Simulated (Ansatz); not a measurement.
# C3H11ClSi2: molecular dynamics

Purpose: to follow the molecule's vibrations and see whether its bonds hold. The start is relaxed first. Runs: 211 steps of 0.5 fs under a Langevin thermostat at 300 K. SMILES of the start: C[SiH2]C(C)([SiH3])Cl.

Program: Ansatz 0.2.0. Level of theory: RKS PBE0/STO-3G. These are calculated values, not measurements.

**1. The starting structure**

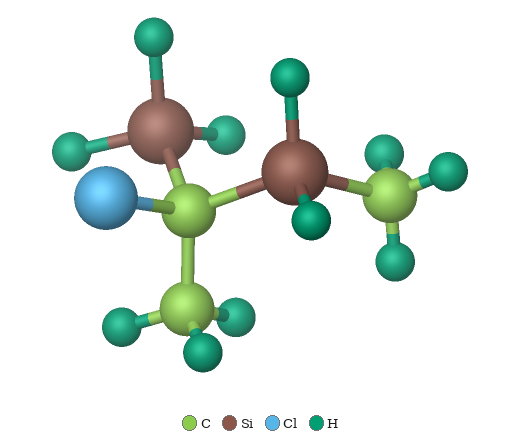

The starting structure, seen from a chosen angle (carbon green, silicon brown, chlorine blue, hydrogen teal).

Its coordinates follow in the input file.

**2. Preparing the start**

File input.yaml:

```yaml
crystal:
  periodic: [false, false, false]
  atoms:
    - { symbol: C, position_ang: [-0.234, -0.6113, -2.1034] }
    - { symbol: Si, position_ang: [0.8124, 0.4419, -1.0137] }
    - { symbol: C, position_ang: [0.4112, 0.2169, 0.8027] }
    - { symbol: C, position_ang: [0.5247, -1.2294, 1.2952] }
    - { symbol: Si, position_ang: [-1.1572, 1.1298, 1.0915] }
    - { symbol: Cl, position_ang: [1.7302, 1.1267, 1.7185] }
    - { symbol: H, position_ang: [-0.1968, -1.6272, -1.8585] }
    - { symbol: H, position_ang: [-1.2905, -0.2415, -2.0422] }
    - { symbol: H, position_ang: [0.0199, -0.4398, -3.1202] }
    - { symbol: H, position_ang: [0.7436, 1.8737, -1.3995] }
    - { symbol: H, position_ang: [2.2019, 0.0067, -1.2562] }
    - { symbol: H, position_ang: [1.434, -1.7188, 1.1225] }
    - { symbol: H, position_ang: [-0.3677, -1.8131, 0.7803] }
    - { symbol: H, position_ang: [0.2306, -1.2987, 2.3939] }
    - { symbol: H, position_ang: [-2.2682, 0.4815, 0.3541] }
    - { symbol: H, position_ang: [-1.5338, 1.1053, 2.5629] }
    - { symbol: H, position_ang: [-1.0794, 2.5969, 0.7123] }
basis:
  gaussian: { orbitals: STO-3G }
hamiltonian:
  xc: pbe0
relax:
  f_tol: 0.02
  max_steps: 40
scf:
  lower_state_search: "off"
```

The run is started by

```bash
$ ansatz run input.yaml --threads 1 --pin off --max-ram 2048MiB --backend cpu --events-out ev --progress --plain --runs-dir out
```

Output (excerpt; [...] marks lines left out):

```text
Warning: RAYON_NUM_THREADS=1 ignored (pool sized by the plan → 1); use --threads N
[...]
Functional definition: PBE0
[...]
734 factors; integrals over basis functions are off by at most 1.2e-5 eV
[...]
mean field -31197.73834579 eV, -1146.4957376212 hartree, gradient 2.5e-6 eV, S^2 0.000000; 0 other end points of the search recorded, 0 dependent functions left out
[...]
reference -31197.73836720 eV, -1146.4957384079 hartree; 37, 37 occupied and 16, 16 virtual orbitals, 734 factors
relax step   1: F+E_penalty+E_count = -31197.73834579 eV  Δ(F+E_penalty+E_count) = +0.000e0 eV  max|allowed force component| = 6.460e0 eV/Å  Δτ_max = 0.0000 Å  (13 SCF iters, accepted)
[...]
relax step   3: F+E_penalty+E_count = -31198.57427566 eV  Δ(F+E_penalty+E_count) = -8.610e-2 eV  max|allowed force component| = 1.043e-1 eV/Å  Δτ_max = 0.0730 Å  (17 SCF iters, accepted)
[...]
relax step   5: F+E_penalty+E_count = -31198.57939889 eV  Δ(F+E_penalty+E_count) = -8.883e-4 eV  max|allowed force component| = 1.021e-1 eV/Å  Δτ_max = 0.0290 Å  (17 SCF iters, accepted)
[...]
relax step   7: F+E_penalty+E_count = -31198.58047756 eV  Δ(F+E_penalty+E_count) = +1.336e-3 eV  max|allowed force component| = 1.722e-1 eV/Å  Δτ_max = 0.0540 Å  (15 SCF iters, rejected (line search))
[...]
relax step   9: F+E_penalty+E_count = -31198.58273697 eV  Δ(F+E_penalty+E_count) = -3.529e-4 eV  max|allowed force component| = 1.493e-2 eV/Å  Δτ_max = 0.0321 Å  (17 SCF iters, accepted)
[...]
Atom 2 at     0.414642     0.283210     0.767792 Å, force    -0.002355    -0.003268     0.002388 eV/Å
Atom 3 at     0.458445    -1.176111     1.288686 Å, force     0.000772     0.000323    -0.000707 eV/Å
Atom 4 at    -1.245661     1.104042     1.163667 Å, force     0.004169     0.006747     0.001631 eV/Å
Atom 5 at     1.713252     1.238577     1.723810 Å, force    -0.004795    -0.001307    -0.003050 eV/Å
Atom 6 at    -0.314514    -1.596811    -1.876889 Å, force     0.000684     0.012366    -0.001694 eV/Å
Atom 7 at    -1.296060    -0.134227    -2.036022 Å, force     0.011906    -0.004342    -0.001994 eV/Å
Atom 8 at     0.006470    -0.454649    -3.184632 Å, force    -0.001231    -0.002996     0.003449 eV/Å
Atom 9 at     0.963930     1.785856    -1.438002 Å, force    -0.000476    -0.004817    -0.001000 eV/Å
Atom 10 at     2.249872    -0.179324    -1.192277 Å, force    -0.004833     0.002084    -0.001833 eV/Å
Atom 11 at     1.443570    -1.632203     1.120329 Å, force    -0.001253    -0.000619    -0.000225 eV/Å
Atom 12 at    -0.293932    -1.780302     0.760761 Å, force     0.001704     0.000768     0.001267 eV/Å
Atom 13 at     0.241251    -1.224497     2.364397 Å, force    -0.001258    -0.002422    -0.000144 eV/Å
Atom 14 at    -2.285375     0.396330     0.453512 Å, force     0.003601     0.000687     0.002926 eV/Å
Atom 15 at    -1.499700     1.029306     2.581549 Å, force    -0.000944    -0.000028    -0.003593 eV/Å
Atom 16 at    -1.225439     2.479284     0.729791 Å, force    -0.002338    -0.004078     0.001138 eV/Å
Dipole moment:    -0.394400    -0.277094    -0.317277 e Å
Checks for a lower state left out: stability, starts, cluster_reference, orbital_swaps, neighbouring_geometries, increment
```

Wall time 70 s (1 thread of Intel Xeon Platinum 8259CL at 2.50GHz (Skylake/Cascade Lake), shared host); peak memory 0.18 GiB.

The steps of the relaxation:

```
step  energy from step 1 (eV)  largest force component (eV/Å)
   1                   0.0000                          6.4596
   2                  -0.7498                          0.8436
   3                  -0.8359                          0.1043
   4                  -0.8402                          0.0633
   5                  -0.8411                          0.1021
   6                  -0.8435                          0.0256
  7x                  -0.8421                          0.1722
   8                  -0.8440                          0.0080
   9                  -0.8444                          0.0149
  10                  -0.8446                          0.0165
  11                  -0.8446                          0.0124
```

Step 1 is the start. 1 step was tried and not accepted (7; marked x where the table lists them).

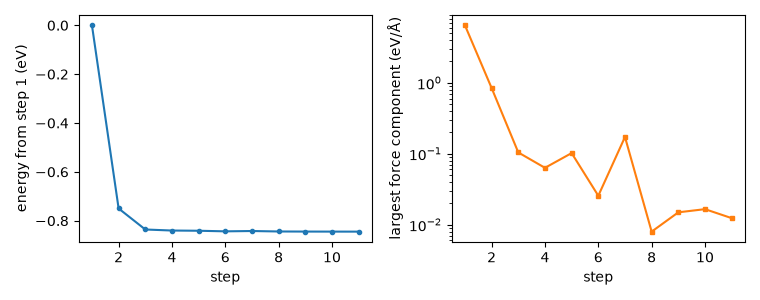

Energy and largest force along the relaxation.

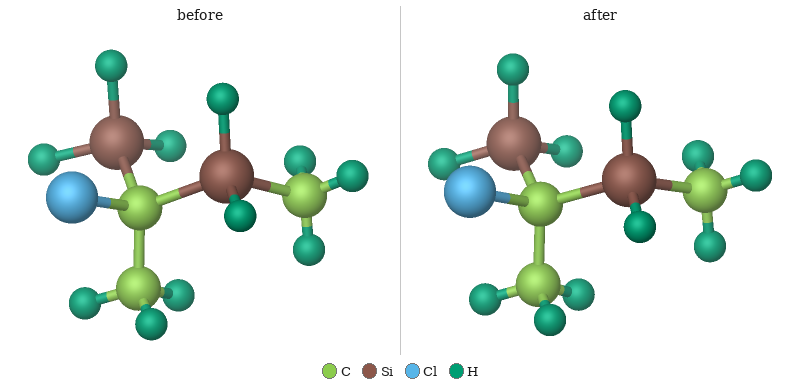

Before and after, at one scale.

After: Bond lengths (14 of 16 bonds, heavy atoms first): C1–Si2 1.870 Å, Si2–C3 1.897 Å, C3–C4 1.550 Å, C3–Si5 1.894 Å, C3–Cl6 1.874 Å, C1–H7 1.094 Å, C1–H8 1.094 Å, C1–H9 1.094 Å, Si2–H10 1.444 Å, Si2–H11 1.444 Å, C4–H12 1.099 Å, C4–H13 1.100 Å, C4–H14 1.098 Å, Si5–H15 1.444 Å. Angles (14 of 30 angles, heavy atoms first): C1–Si2–C3 110.3°, Si2–C3–C4 111.7°, Si2–C3–Si5 114.5°, Si2–C3–Cl6 105.7°, C4–C3–Si5 111.3°, C4–C3–Cl6 106.8°, Si5–C3–Cl6 106.3°, C1–Si2–H10 109.8°, C1–Si2–H11 109.9°, C3–Si2–H10 108.5°, C3–Si2–H11 108.5°, Si2–C1–H7 111.6°, Si2–C1–H8 111.7°, Si2–C1–H9 110.3°.

**3. The run**

211 steps of 0.5 fs under a Langevin thermostat at 300 K, from the relaxed start.

File input.yaml:

```yaml
crystal:
  periodic: [false, false, false]
  atoms:
    - { symbol: C, position_ang: [-0.281851, -0.533339, -2.131946] }
    - { symbol: Si, position_ang: [0.932, 0.394458, -1.054327] }
    - { symbol: C, position_ang: [0.414642, 0.28321, 0.767792] }
    - { symbol: C, position_ang: [0.458445, -1.176111, 1.288686] }
    - { symbol: Si, position_ang: [-1.245661, 1.104042, 1.163667] }
    - { symbol: Cl, position_ang: [1.713252, 1.238577, 1.72381] }
    - { symbol: H, position_ang: [-0.314514, -1.596811, -1.876889] }
    - { symbol: H, position_ang: [-1.29606, -0.134227, -2.036022] }
    - { symbol: H, position_ang: [0.00647, -0.454649, -3.184632] }
    - { symbol: H, position_ang: [0.96393, 1.785856, -1.438002] }
    - { symbol: H, position_ang: [2.249872, -0.179324, -1.192277] }
    - { symbol: H, position_ang: [1.44357, -1.632203, 1.120329] }
    - { symbol: H, position_ang: [-0.293932, -1.780302, 0.760761] }
    - { symbol: H, position_ang: [0.241251, -1.224497, 2.364397] }
    - { symbol: H, position_ang: [-2.285375, 0.39633, 0.453512] }
    - { symbol: H, position_ang: [-1.4997, 1.029306, 2.581549] }
    - { symbol: H, position_ang: [-1.225439, 2.479284, 0.729791] }
basis:
  gaussian: { orbitals: STO-3G }
hamiltonian:
  xc: pbe0
md:
  timestep: 0.5
  n_steps: 211
  ensemble: nvt_langevin
  temperature: 300.0
  initial_velocities: maxwell_boltzmann
  seed: 102902
  friction: 0.05
scf:
  lower_state_search: "off"
```

The run is started by

```bash
$ ansatz run input.yaml --threads 1 --pin off --max-ram 2048MiB --backend cpu --events-out ev --progress --plain --runs-dir out
```

Output (excerpt; [...] marks lines left out):

```text
Warning: RAYON_NUM_THREADS=1 ignored (pool sized by the plan → 1); use --threads N
[...]
[... 1 set-up line as earlier in the session ...]
[...]
732 factors; integrals over basis functions are off by at most 1.1e-5 eV
[...]
mean field -31198.58299422 eV, -1146.5267778784 hartree, gradient 2.2e-6 eV, S^2 0.000000; 0 other end points of the search recorded, 0 dependent functions left out
[...]
reference -31198.58301534 eV, -1146.5267786545 hartree; 37, 37 occupied and 16, 16 virtual orbitals, 732 factors
md step     0: t =     0.00 fs  T =   282.4 K  F+E_penalty+E_count = -31198.58299422 eV  E_kin = 0.620448 eV  (13 SCF iters)
[...]
md step    26: t =    13.00 fs  T =   251.8 K  F+E_penalty+E_count = -31198.37409319 eV  E_kin = 0.553408 eV  (18 SCF iters)
[...]
md step    52: t =    26.00 fs  T =   280.3 K  F+E_penalty+E_count = -31198.09503466 eV  E_kin = 0.615911 eV  (18 SCF iters)
[...]
md step    78: t =    39.00 fs  T =   233.2 K  F+E_penalty+E_count = -31197.76069929 eV  E_kin = 0.512531 eV  (19 SCF iters)
[...]
md step   102: t =    51.00 fs  T =   325.5 K  F+E_penalty+E_count = -31197.87757235 eV  E_kin = 0.715263 eV  (18 SCF iters)
md step   103: t =    51.50 fs  T =   278.8 K  F+E_penalty+E_count = -31197.82416731 eV  E_kin = 0.612728 eV  (18 SCF iters)
```

**4. More of the same log: dynamics from the start**

The log, continued (excerpt; [...] marks lines left out):

```text
md step   104: t =    52.00 fs  T =   255.1 K  F+E_penalty+E_count = -31197.75486412 eV  E_kin = 0.560485 eV  (18 SCF iters)
[...]
md step   131: t =    65.50 fs  T =   241.5 K  F+E_penalty+E_count = -31197.91246902 eV  E_kin = 0.530704 eV  (18 SCF iters)
[...]
md step   158: t =    79.00 fs  T =   274.8 K  F+E_penalty+E_count = -31198.01290397 eV  E_kin = 0.603827 eV  (18 SCF iters)
[...]
md step   185: t =    92.50 fs  T =   335.9 K  F+E_penalty+E_count = -31197.96521229 eV  E_kin = 0.738017 eV  (18 SCF iters)
[...]
md step   210: t =   105.00 fs  T =   361.7 K  F+E_penalty+E_count = -31197.92261282 eV  E_kin = 0.794846 eV  (18 SCF iters)
[...]
md step   211: t =   105.50 fs  T =   337.9 K  F+E_penalty+E_count = -31197.92662278 eV  E_kin = 0.742496 eV  (18 SCF iters)
Total energy: -31197.92664391 eV, -1146.5026574494 hartree
[...]
Atom 9 at     1.174750     1.719303    -1.460323 Å, force     0.189161     0.306647     0.389709 eV/Å
Atom 10 at     2.123844    -0.448485    -1.057221 Å, force     0.036491     0.496883     0.337318 eV/Å
Atom 11 at     1.442327    -1.519661     1.036275 Å, force     2.055457    -0.719628    -0.957463 eV/Å
Atom 12 at    -0.222878    -1.901026     1.020194 Å, force    -0.929467    -0.251329    -0.096182 eV/Å
Atom 13 at     0.599612    -1.072495     2.419460 Å, force    -0.736352    -0.615535    -0.015301 eV/Å
Atom 14 at    -2.426239     0.037716     0.661940 Å, force    -0.568790    -0.325123    -0.130258 eV/Å
Atom 15 at    -1.624056     1.616941     2.370968 Å, force    -0.102813    -0.846925    -0.793659 eV/Å
Atom 16 at    -1.390993     2.153473     0.137679 Å, force    -0.522535    -0.161187    -0.187397 eV/Å
Dipole moment:    -0.411409    -0.273673    -0.241470 e Å
Checks for a lower state left out: stability, starts, cluster_reference, orbital_swaps, neighbouring_geometries, increment
```

It took 21 min on 1 thread of Intel Xeon Platinum 8259CL at 2.50GHz (Skylake/Cascade Lake), shared host; peak memory 0.17 GiB.

**5. What the atoms did**

One step in 9; energies are changes from step 0:

```
time (fs)  T (K)  potential energy change (meV/atom)
      0.0    282                                 0.0
      4.5    170                                12.2
      9.0    167                                16.4
     13.5    251                                14.3
     18.0    313                                16.8
     22.5    243                                25.0
     27.0    302                                28.7
     31.5    283                                32.8
     36.0    376                                29.9
     40.5    291                                38.7
     45.0    297                                46.5
     49.5    317                                42.1
     54.0    240                                47.9
     58.5    271                                36.1
     63.0    221                                39.1
     67.5    305                                32.4
     72.0    195                                35.7
     76.5    273                                26.5
     81.0    270                                34.6
     85.5    421                                27.6
     90.0    310                                34.0
     94.5    288                                40.7
     99.0    368                                33.4
    103.5    381                                39.0
    105.5    338                                38.6
```

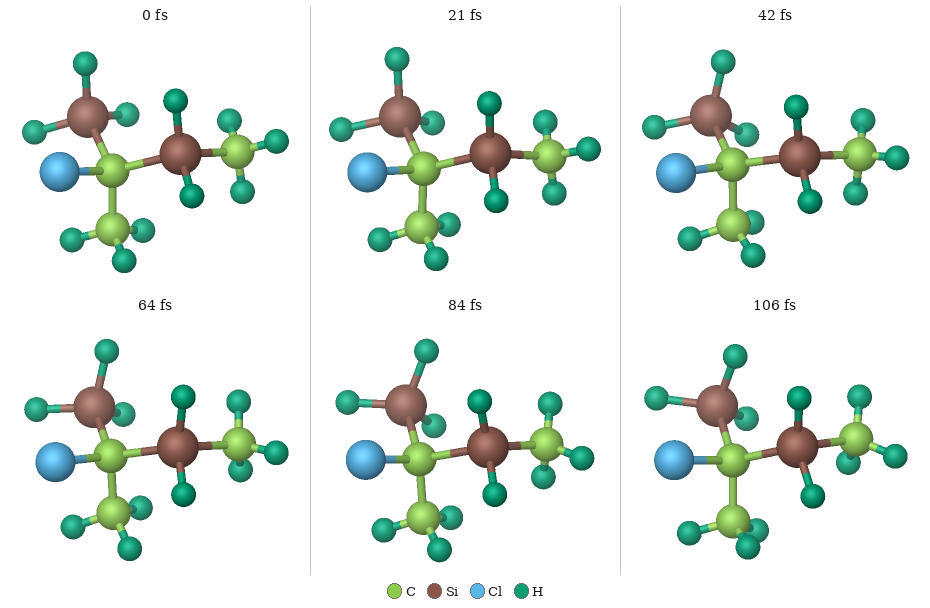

Six frames of the run, seen from a chosen angle. Sticks join atoms within a bonding distance in each frame.

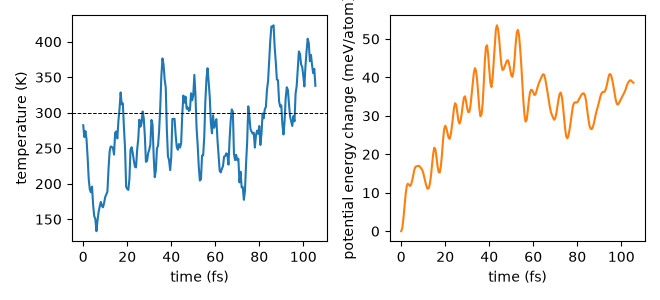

Traces against time; each panel has its own scale. The dashed line is the set temperature.

**6. Snapshots as a file**

Positions (Å) and forces (eV/Å):

```xyz
17
time_fs=17.5 T=312 dE=0.2595
C    -0.185   -0.602   -2.180    1.042    1.236   -0.276
Si    0.984    0.437   -1.073   -0.973   -0.950   -0.464
C     0.386    0.327    0.721    0.093   -0.486    0.880
C     0.388   -1.156    1.315    0.364    1.372   -1.503
Si   -1.316    1.084    1.114    0.469   -0.107    0.404
Cl    1.681    1.244    1.761   -0.419   -0.042   -0.386
H    -0.288   -1.643   -1.886    0.060   -0.182    0.227
H    -1.155   -0.134   -2.200   -0.851    0.079    0.191
H     0.153   -0.566   -3.229    0.173   -0.175    0.348
H     1.112    1.799   -1.539   -0.271   -0.018    0.096
H     2.260   -0.163   -1.112    0.904   -0.350   -0.042
H     1.341   -1.652    1.057   -0.196    0.029    0.380
H    -0.419   -1.685    0.785   -0.072   -0.288    0.504
H     0.244   -1.107    2.405   -0.114   -0.338   -0.216
H    -2.372    0.246    0.603    0.025    0.032   -0.248
H    -1.395    1.076    2.537   -0.201   -0.005    0.457
H    -1.436    2.444    0.684   -0.034    0.191   -0.353
17
time_fs=35.0 T=308 dE=0.6033
C    -0.119   -0.539   -2.196   -3.273   -0.124    1.089
Si    0.963    0.421   -1.071    0.869   -0.317    0.584
C     0.341    0.398    0.706    0.443   -1.190    1.255
C     0.344   -1.102    1.274    0.932    1.204   -0.033
Si   -1.380    1.065    1.138   -0.709    0.901   -0.644
Cl    1.672    1.238    1.800   -0.708   -0.054   -0.803
H    -0.222   -1.537   -1.697   -0.075    0.630   -1.039
H    -1.185   -0.108   -2.339    2.119   -0.806    0.367
H     0.322   -0.623   -3.169    0.418   -0.390   -0.832
H     1.172    1.746   -1.531    0.186    0.661   -0.169
H     2.183   -0.362   -0.998    0.053    0.431   -0.149
H     1.237   -1.718    0.941   -1.123    0.829    0.570
H    -0.589   -1.587    1.013   -0.366   -0.551   -0.531
H     0.310   -0.967    2.369    0.423   -0.620   -0.123
H    -2.322    0.105    0.542    0.374    0.243    0.633
H    -1.517    1.242    2.594   -0.043   -0.244   -0.782
H    -1.710    2.322    0.427    0.480   -0.601    0.608
17
time_fs=53.0 T=205 dE=0.8900
C    -0.148   -0.564   -2.181   -1.495    1.294    1.543
Si    1.001    0.359   -1.010   -1.258    2.584   -0.450
C     0.363    0.378    0.764   -1.952    0.984   -0.302
C     0.273   -1.047    1.240    3.262   -3.479    0.436
Si   -1.439    1.021    1.072    0.580   -1.183    0.783
Cl    1.633    1.247    1.817   -0.235    0.032   -0.160
H    -0.480   -1.558   -1.768   -0.110    1.388   -0.629
H    -0.954    0.158   -2.515    0.299   -1.507    0.930
H     0.385   -0.713   -3.070    1.329   -0.826   -1.827
H     1.149    1.817   -1.392   -0.121   -1.643    0.094
H     2.239   -0.276   -1.015    1.427   -0.646    0.059
H     1.205   -1.593    0.807   -1.649    0.579    1.356
H    -0.574   -1.661    0.904   -0.299    0.600   -0.324
H     0.306   -1.152    2.349    0.019    0.198   -0.614
H    -2.311   -0.143    0.722    0.517    1.270   -0.012
H    -1.575    1.247    2.505   -0.014   -0.056   -0.349
H    -1.721    2.244    0.409   -0.300    0.413   -0.535
17
time_fs=70.5 T=235 dE=0.5219
C    -0.182   -0.502   -2.175    0.236   -0.523    1.263
Si    0.984    0.377   -0.956    0.872   -0.844   -2.267
C     0.319    0.406    0.761   -1.088   -1.618    1.877
C     0.315   -1.098    1.247    1.508    0.968    0.943
Si   -1.474    0.984    1.056    1.165    2.349   -0.559
Cl    1.585    1.233    1.858   -0.339    0.266   -0.225
H    -0.530   -1.436   -1.705   -0.329    0.326   -0.239
H    -1.024    0.141   -2.422   -0.379   -0.006    0.116
H     0.265   -0.804   -3.117    0.572    0.182   -0.179
H     1.133    1.666   -1.532    0.262    0.798    0.115
H     2.293   -0.317   -0.935   -0.812    0.449    0.066
H     1.300   -1.510    0.988   -0.302   -0.616   -0.004
H    -0.498   -1.636    0.809   -0.660   -0.804   -0.963
H     0.194   -1.224    2.339    0.065    0.465   -0.219
H    -2.380    0.008    0.594   -0.505   -0.869   -0.004
H    -1.666    1.400    2.437   -0.088   -0.282   -0.294
H    -1.638    2.122    0.146   -0.177   -0.241    0.572
17
time_fs=88.0 T=347 dE=0.4994
C    -0.201   -0.531   -2.083    0.655    0.890   -1.432
Si    0.972    0.382   -0.970   -0.107    0.061    1.414
C     0.324    0.325    0.851   -1.038   -0.378   -1.509
C     0.446   -1.160    1.289   -2.277    0.302    2.344
Si   -1.510    0.985    1.011    0.187   -1.646    0.455
Cl    1.511    1.290    1.833    0.510    0.794    0.689
H    -0.575   -1.455   -1.672   -0.480   -0.267    0.496
H    -1.007    0.133   -2.436    0.001   -0.539    0.223
H     0.383   -0.827   -2.972   -0.314    0.145    0.098
H     1.308    1.735   -1.323   -0.443    0.199   -0.307
H     2.220   -0.298   -0.934    0.509   -0.448   -0.062
H     1.374   -1.599    0.991    0.935   -0.660   -0.626
H    -0.444   -1.655    0.857    0.690   -0.472   -0.115
H     0.360   -1.332    2.418    0.099    0.628   -1.580
H    -2.494   -0.101    0.710    1.002    0.746    0.204
H    -1.719    1.398    2.375   -0.072    0.140    0.019
H    -1.801    2.044    0.105    0.143    0.503   -0.311
17
time_fs=105.5 T=338 dE=0.6564
C    -0.280   -0.404   -2.092   -0.741   -0.023    0.416
Si    0.952    0.405   -0.924    0.057   -0.968   -1.703
C     0.280    0.280    0.816    0.482    0.234    0.600
C     0.500   -1.162    1.327   -0.553    1.212    1.724
Si   -1.461    1.013    1.023    1.277    1.548    1.036
Cl    1.478    1.276    1.918   -0.444    0.001   -0.509
H    -0.839   -1.178   -1.588   -0.138   -0.611    0.659
H    -1.082    0.284   -2.403    0.630    0.005   -0.539
H     0.187   -0.940   -2.926    0.009    0.717   -0.233
H     1.175    1.719   -1.460    0.189    0.307    0.390
H     2.124   -0.449   -1.057    0.036    0.497    0.337
H     1.442   -1.520    1.036    2.055   -0.720   -0.958
H    -0.223   -1.901    1.020   -0.929   -0.251   -0.096
H     0.600   -1.073    2.420   -0.736   -0.616   -0.015
H    -2.426    0.038    0.662   -0.569   -0.325   -0.130
H    -1.624    1.617    2.371   -0.103   -0.847   -0.794
H    -1.391    2.154    0.138   -0.522   -0.161   -0.187
```

**7. What came out**

| quantity | value |
| --- | --- |
| relaxation of the start | 9 moves, 0.845 eV lower |
| length | 211 steps of 0.5 fs |
| temperature, first and last step | 282 and 338 K |
| temperature, second half | mean 298 K, from 177 to 423 K |
| potential energy, second half | +35 meV/atom from the start |
| bonds formed or broken | 0 |

In words: Against a set 300 K the second half averages 298 K with a spread of 59 K. The bonds all hold. 106 fs on 17 atoms is far too short and small for converged averages. The nuclei move classically, without zero-point motion, which matters most for hydrogen. The basis is very small, so the numbers are rough.
